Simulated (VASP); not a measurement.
Band structure of Cs (bcc). Computed with vdW-DF-cx, VASP's PBE PAW potentials (set 64) (plane waves; VASP).

Unless said otherwise, spin-orbit coupling is left out, though it shifts the bands of the heavy elements here.

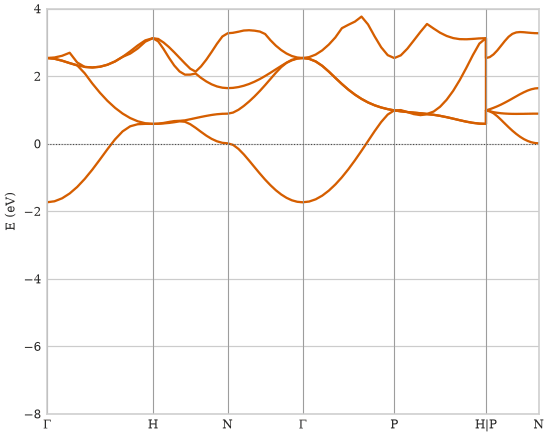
*Bands along high-symmetry lines, zero at the valence-band maximum or, without a gap, the Fermi level*

Question: Read the plot: is there a gap, and where are the band edges?

Answer: It has no gap at this level: it comes out as a metal or semimetal. (Edges off the drawn lines would not show.)

The compound is Cs in the bcc structure. It was relaxed first.
